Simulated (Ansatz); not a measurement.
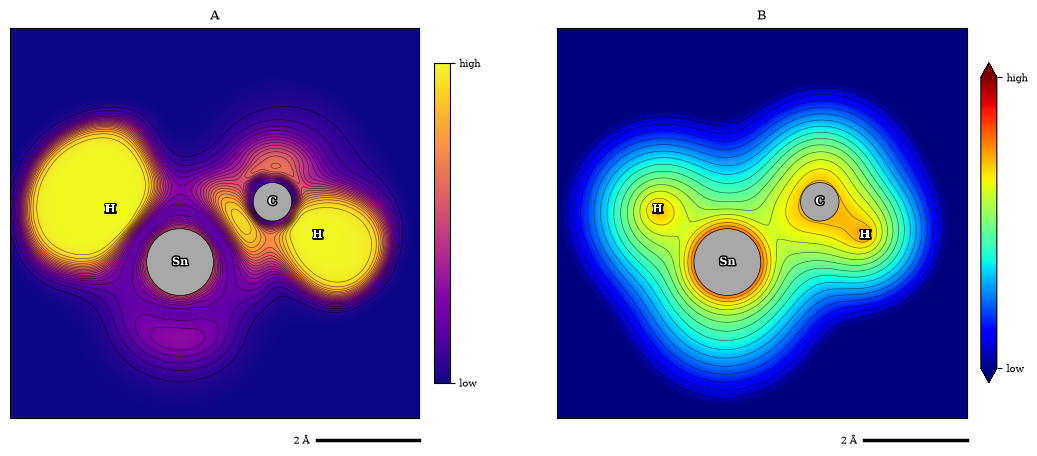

CH$_{6}$Sn···HF: 2 fields on the plane of atoms Sn1, C2 and H3, with unlabelled colour scales. Grey discs cover the atomic cores.

Core potentials replace the inner electrons of Sn.

Computed with RHF/def2-SVP in Ansatz.

```yaml
atoms:
  - { symbol: Sn, position_ang: [-0.1412, -0.1817, 0.1979] }
  - { symbol: C, position_ang: [-0.3402, -0.3194, 2.3424] }
  - { symbol: H, position_ang: [-1.3887, -0.4291, 2.6200] }
  - { symbol: H, position_ang: [0.2138, -1.1785, 2.7217] }
  - { symbol: H, position_ang: [0.0553, 0.5886, 2.7962] }
  - { symbol: H, position_ang: [1.5041, 0.1028, -0.2204] }
  - { symbol: H, position_ang: [-1.0883, 1.0943, -0.4348] }
  - { symbol: H, position_ang: [-0.6176, -1.6496, -0.5507] }
  - { symbol: F, position_ang: [1.5399, 2.6096, 1.4898] }
  - { symbol: H, position_ang: [2.1739, 2.2423, 0.9631] }
```

Question: The panels show electron density and electron localisation function in some order. Assign them.

Answer: Panel A: electron localisation function. Panel B: electron density. From the grid: C–Sn (2.16 Å): ρ is about 0.68 e/Å³ halfway; the ELF peaks at about 0.95 in the valence shell of C, 0.7 Å from its nucleus, and drops to about 0.15 between the two atoms. C–H (1.09 Å): ρ is about 1.9 e/Å³ halfway; the ELF climbs to about 1 towards the hydrogen, as it does in any bond to H; an ordinary covalent bond to hydrogen.
